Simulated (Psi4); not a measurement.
Approach curve of the dimer CH3Cl ··· C3H6 (SMILES CCl and C1CC1). Monomers: optimised at B3LYP-D3(BJ) (def2-TZVP), held rigid. Orientation: a random orientation, not optimised. The monomers approach along the line of their centres of mass (distance R); nothing else relaxes.

Geometry at R = 5.13 Å (first 5 atoms: monomer A):
```
14

C     -0.1538     0.0015    -0.0021
Cl     1.6404    -0.0164     0.0219
H     -0.4890    -0.5233    -0.8915
H     -0.5126    -0.4972     0.8932
H     -0.4850     1.0353    -0.0216
C     -1.5046     0.9896    -4.1456
C     -2.3884    -0.0190    -4.8251
C     -1.4350    -0.4589    -3.7491
H     -1.9632     1.6844    -3.4551
H     -0.6787     1.4031    -4.7083
H     -3.4450    -0.0066    -4.5944
H     -2.1605    -0.2879    -5.8476
H     -1.8465    -0.7441    -2.7904
H     -0.5620    -1.0255    -4.0437
```

Level of theory: SAPT0/jun-cc-pVDZ, frozen core (Psi4).

Components in kcal/mol:

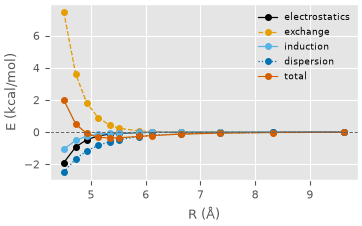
Fig. 1. Components of the interaction energy.

```csv
R / Å,electrostatics,exchange,induction,dispersion,total
4.50,-1.91,7.49,-1.08,-2.50,2.00
4.72,-0.93,3.60,-0.51,-1.66,0.49
4.92,-0.48,1.83,-0.27,-1.18,-0.09
5.13,-0.24,0.89,-0.14,-0.83,-0.32
5.34,-0.13,0.43,-0.08,-0.60,-0.37
5.51,-0.08,0.24,-0.05,-0.47,-0.36
5.87,-0.03,0.07,-0.02,-0.29,-0.28
6.12,-0.02,0.03,-0.02,-0.21,-0.22
6.64,-0.01,0.00,-0.01,-0.11,-0.13
7.35,-0.01,0.00,0.00,-0.06,-0.07
8.33,-0.01,0.00,0.00,-0.02,-0.03
9.63,0.00,0.00,0.00,-0.01,-0.01
```
